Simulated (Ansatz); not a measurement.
# BaTiO3 (Barioperovskite): converging the G0W0 gap, part 2 of 2

Aim: see how the G0W0 gap of BaTiO3 (Barioperovskite) on LDA moves with empty bands and screening cutoff, and what each rung costs.

Ansatz 0.2.0; G0W0 on LDA, plane waves, PAW. Known limits of the many-body steps: not at the basis limit; no spin-orbit coupling.

So far. Step 2 (168 empty bands, screening to 110 eV): The gap on the mesh goes from 1.82 eV to 3.42 eV, a correction of +1.60 eV. Between the two edge states, bare exchange in place of the xc potential would open the gap by 12.72 eV, and correlation takes back 11.12 eV.

### Step 3. 382 empty bands, screening to 190 eV

Another rung: the empty bands reach about as high as the screening cutoff, so the two stay in balance.

input.yaml reads:

```yaml
crystal:
  lattice:
    - [3.9855, 0.0, 0.0]
    - [0.0, 2.8369, 2.84515]
    - [0.0, -2.8369, 2.84515]
  atoms:
    - { symbol: Ba, position: [0.0, 0.0, 0.0] }
    - { symbol: Ti, position: [0.5, 0.5124, 0.5124] }
    - { symbol: O, position: [0.0, 0.4874, 0.4874] }
    - { symbol: O, position: [0.5, 0.50524, 0.99184] }
    - { symbol: O, position: [0.5, 0.99184, 0.50524] }
kpoints:
  mp_grid: { grid: [6, 6, 6] }
hamiltonian:
  xc: lda
  pseudopotentials: { kind: paw, source: ansatz }
scf:
  occupations: { method: fixed }
gw:
  n_empty_bands: 382
  ecut_chi: 190.0
  qp_bands: [v2, c2]
  qp_kpoints: band_edges
  screening: { model: contour_deformation }
```

Started as:

```
$ ansatz run input.yaml --threads 4 --pin off --max-ram 138240MiB --backend cuda --events-out ev --progress --plain --runs-dir out --devices 1 --max-vram 26GiB
```

Numbers of over 12 decimals in the logs are rounded to 6 here.

The log of the run:

```text
GPUs: using 1 of 1 available (devices: 1).
[...]
GPU FFT provider: cuFFT
GPU libraries: cuBLAS 13.8.2, cuFFT 12.4.0, cuSOLVER 12.3.4
Crystal: 5 atoms, lattice volume = 64.337 Å³
Basis set: ecut = 930 eV, 4123 PW (Γ)
Bands: 25, of which v1, the nominal top of the filled ones, is band 20 counted from 1 (19 counted from 0)
Symmetry: 4 space group operations
[...]
k-points: 52 of 216 (time reversal used)
[...]
GPU buffer pool allocated for 91125 grid points (all kernels)
[...]
SCF iter   1: F=—  HF=-9892.498740 eV  |F-HF|=—  |Δ(HF+E_count)|=         —  Δρ=8.99e-2  dr2=6.92e0  ethr=3.10e-3  ⟨swp⟩=4.1  Hψ=5162  notcnv=0  defer=78
[...]
SCF iter  11: F=-9890.327861 eV  HF=-9890.327861 eV  |F-HF|=3.42e-10  |Δ(HF+E_count)|=   3.10e-8  Δρ=1.52e-6  dr2=5.76e-10  ethr=2.50e-10  ⟨swp⟩=9.8  Hψ=5289  notcnv=0
SCF 1 converged in 11 iterations: F = -9890.327861 eV  dr2 = 5.76e-10
[...]
NSCF: frozen V_eff on 52 k-points, pencils in batches of 32, up to order 100
[...]
NSCF: frozen V_eff on 52 k-points
G₀W₀ screening: q 1/52
[... further progress lines ...]
[...]
SCF converged after 11 iterations
Free energy (F): -9890.327861 eV
[...]
Internal energy: -9890.327861 eV  (E = F + TS)
E sigma→0 (E₀):  -9890.327861 eV
Fermi energy:    9.898255 eV
[...]
--- Band table (eV; the first three rows and the last of 52) ---
  k-point 0: bands = [... 16 lower, 8.7693, 9.5762, 9.6865, 9.7322, 11.7200, 11.7834, 11.9476, 14.0043, ... 1 higher]
  k-point 1: bands = [... 16 lower, 8.6122, 9.1142, 9.4378, 9.5617, 11.8417, 12.2498, 12.3233, 14.0393, ... 1 higher]
  k-point 2: bands = [... 16 lower, 8.2586, 8.3554, 9.2080, 9.2998, 11.9155, 13.0640, 13.1067, 14.0389, ... 1 higher]
  k-point 51: bands = [... 16 lower, 7.5566, 9.8500, 9.8883, 9.8983, 14.0839, 14.1260, 14.1374, 16.5574, ... 1 higher]
[...]
0    19      9.6865   -25.8098     4.0251   -21.4055  0.7198     9.3045     9.3074  root
     0    20      9.7322   -25.9088     4.0776   -21.4463  0.7200     9.3443     9.3473  root
     0    21     11.7200   -12.6481    -6.6215   -20.5265  0.7328    13.0097    12.9768  root
     0    22     11.7834   -12.7710    -6.5178   -20.5334  0.7321    13.0605    13.0281  root
     1    19      9.4378   -25.2097     3.7810   -21.0823  0.7180     9.0889     9.0913  root
     1    20      9.5617   -25.6710     4.0258   -21.2699  0.7187     9.1835     9.1864  root
     1    21     11.8417   -12.9634    -6.5632   -20.7728  0.7300    13.1208    13.0878  root
     1    22     12.2498   -13.5469    -6.5125   -21.2734  0.7210    13.4979    13.4638  root
[...]
51    19      9.8883   -25.7471     4.4652   -20.8967  0.7092     9.4998     9.5031  root
    51    20      9.8983   -25.7410     4.4564   -20.9020  0.7091     9.5125     9.5157  root
    51    21     14.0839   -14.6489    -7.9862   -23.8250  0.6647    15.3364    15.2738  root
    51    22     14.1260   -14.6780    -8.0625   -23.9302  0.6623    15.3808    15.3157  root
```

Wall time 3.8 min (1 × NVIDIA H100 80GB HBM3 (shared by 3 runs) with 4 threads of AMD EPYC 7R13 (Zen 3), shared host); peak memory 4 GiB.

This step gave:

* bands summed: 402
* RPA ε∞ on this mesh (eigenvalues): 6.194, 6.305, 6.423
* plane waves in the screening matrix: 389
* q-points in the mesh: 216
* G0W0 gap on the mesh: 3.461 eV
* k of the valence top: -0.5, -0.5, -0.5
* k of the conduction bottom: 0, 0, 0
* starting gap on the mesh: 1.822 eV
* Z at the valence top: 0.7091
* Z at the conduction bottom: 0.7328
* least direct G0W0 gap on the computed points: 3.630 eV

Against the run with 6×6×6 mesh, 168 empty bands, screening to 110 eV, hard PAW files, the gap moves by +0.04 eV.

### Step 4. 648 empty bands, screening to 270 eV

input.yaml: that of step 3 with these lines changed.

```diff
@@ -19,4 +19,4 @@
 gw:
-  n_empty_bands: 382
-  ecut_chi: 190.0
+  n_empty_bands: 648
+  ecut_chi: 270.0
   qp_bands: [v2, c2]
```

The log of the run:

```text
GPUs: using 1 of 1 available (devices: 1).
[...]
GPU FFT provider: cuFFT
GPU libraries: cuBLAS 13.8.2, cuFFT 12.4.0, cuSOLVER 12.3.4
Crystal: 5 atoms, lattice volume = 64.337 Å³
Basis set: ecut = 930 eV, 4123 PW (Γ)
Bands: 25, of which v1, the nominal top of the filled ones, is band 20 counted from 1 (19 counted from 0)
Symmetry: 4 space group operations
[...]
k-points: 52 of 216 (time reversal used)
[...]
1    22     12.2498   -13.5469    -6.6501   -21.2734  0.7192    13.3522    13.3262  root
[...]
51    19      9.8883   -25.7471     4.3011   -20.8967  0.7068     9.3322     9.3390  root
    51    20      9.8983   -25.7410     4.2924   -20.9020  0.7066     9.3450     9.3517  root
    51    21     14.0839   -14.6489    -8.1399   -23.8250  0.6623    15.1659    15.1201  root
    51    22     14.1260   -14.6780    -8.2163   -23.9302  0.6598    15.2095    15.1619  root
[key lines of the parts left out:]
SCF converged after 11 iterations
Free energy (F): -9890.327861 eV
Fermi energy:    9.898255 eV
```

It took 8.3 min on 1 × NVIDIA H100 80GB HBM3 (shared by 3 runs) with 4 threads; peak memory 7.4 GiB; 16 min of CPU time.

This step gave:

| Quantity | Value |
| --- | --- |
| bands summed | 668 |
| RPA ε∞ on this mesh (eigenvalues) | 6.188, 6.299, 6.418 |
| plane waves in the screening matrix | 623 |
| G0W0 gap on the mesh | 3.498 eV |
| k of the valence top | -0.5, -0.5, -0.5 |
| k of the conduction bottom | 0, 0, 0 |
| starting gap on the mesh | 1.822 eV |
| least direct G0W0 gap on the computed points | 3.676 eV |

Against the run with 6×6×6 mesh, 382 empty bands, screening to 190 eV, hard PAW files, the gap moves by +0.04 eV.

### Step 5. The runs together

Times are wall times on 1 × NVIDIA H100 80GB HBM3 (shared by 3 runs) with 4 threads of AMD EPYC 7R13 (Zen 3), shared host, good to a factor of about two.

```csv
mesh,files,frequency,bands summed,cutoff (eV),start (eV),G0W0 (eV),time,host memory (GiB)
6×6×6,hard PAW,contour deformation,188,110,1.822,3.421,93 s,2.1
6×6×6,hard PAW,contour deformation,402,190,1.822,3.461,3.8 min,4.0
6×6×6,hard PAW,contour deformation,668,270,1.822,3.498,8.3 min,7.4
```

How the two edges are built up, in eV (the quasiparticle level is the starting level plus Σx plus Σc less Vxc):

```csv
run,edge,start,Σx,Σc,Vxc,Z,QP
188 bands,valence top,9.90,-25.74,4.75,-20.90,0.71,9.81
188 bands,conduction bottom,11.72,-12.65,-6.37,-20.53,0.74,13.23
402 bands,valence top,9.90,-25.74,4.46,-20.90,0.71,9.52
402 bands,conduction bottom,11.72,-12.65,-6.62,-20.53,0.73,12.98
668 bands,valence top,9.90,-25.74,4.29,-20.90,0.71,9.35
668 bands,conduction bottom,11.72,-12.65,-6.75,-20.53,0.73,12.85
```

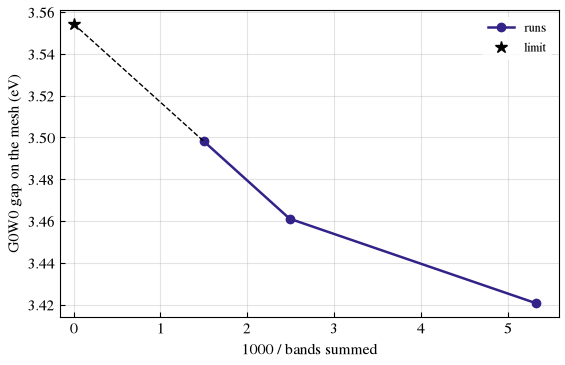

The gap against one over the number of bands; the dashed line carries the two highest rungs to the limit.

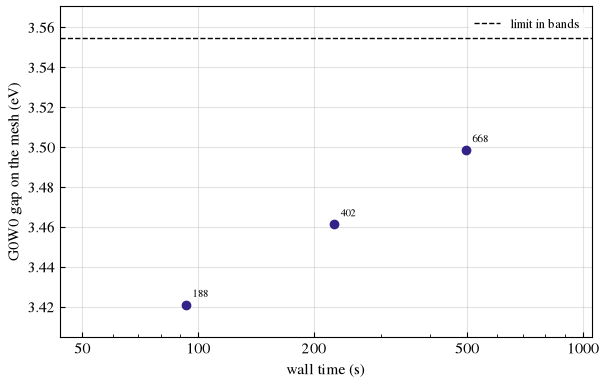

Result against wall time.

### Step 6. Summary of results

```
188 bands, 110 eV                   : 3.421 eV
402 bands, 190 eV                   : 3.461 eV
668 bands, 270 eV                   : 3.498 eV
estimated limit in bands and cutoff : 3.55 eV
mesh and start                      : 6×6×6, LDA
```

In words: A line in one over the bands through the two highest rungs gives 3.55 eV, +0.06 eV from the top rung; the pair below gives 3.50 eV, so the estimate is still climbing. The rungs stand 0.13 eV (188 bands), 0.09 eV (402 bands) and 0.06 eV (668 bands) from it. From 188 to 668 bands the gap moves by +0.08 eV while the time grows 5.3-fold. Σc changes by −0.46 eV at the valence top and −0.38 eV at the conduction bottom, so the levels themselves move more than the gap between them. The cheapest rung within 0.1 eV of this estimate is that with 402 bands (3.8 min). Gaps are over the mesh's points; an edge off the mesh would be missed. The many-body steps are scalar-relativistic: spin-orbit coupling is not in them.

[Paths, hosts, dates, memory and timing lines, banners, echoed tables and standing remarks are left out of the program output.]

[Logs are printed without paths, hosts, clocks, repeated set-up lines and the standing remarks that a program may print on its own settings, such as how far it seeks lower states.]

[Runs of the session that timed out or met a known fault of the program may be left out.]

[Cells called generated may have been cut or substituted from an entry of the Crystallography Open Database or the Materials Project.]

[Hosts, paths, dates, database ids (printed as entryN), source tags and the programs' standing remarks are cut or masked in the printed files.]
